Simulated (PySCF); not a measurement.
Sn(H)2(Et)(NH2), SMILES [SnH2]([CH2]C)[NH2] at its PBE0/def2-SVP optimised geometry (Å):

```
13

Sn     0.6231     0.3005     0.0000
N      0.0763    -0.7305    -1.6928
C     -0.2190    -0.8303     1.6357
C     -1.6313    -1.3224     1.3463
H      2.3410     0.3005     0.0000
H      0.0386     1.9282     0.0000
H     -0.8817    -0.5398    -1.9825
H      0.6703    -0.5128    -2.4912
H      0.4653    -1.6764     1.8077
H     -0.1852    -0.2042     2.5416
H     -2.3410    -0.4886     1.2180
H     -2.0183    -1.9498     2.1667
H     -1.6631    -1.9282     0.4269
```

Method: PBE0/def2-TZVP, def2 effective core potentials past Kr run with PySCF. The core electrons that the potentials of Sn replace are not part of the density. Cells within 0.4 Å of a nucleus heavier than hydrogen are left out (blank, or x).

Map of the Laplacian of the electron density (e/bohr⁵) on the plane z = 1.5 Å:

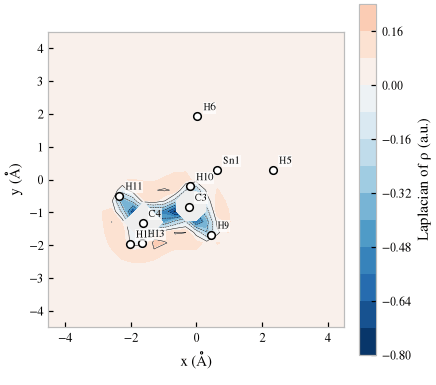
Laplacian of the electron density (e/bohr⁵) on the plane z = 1.5 Å.
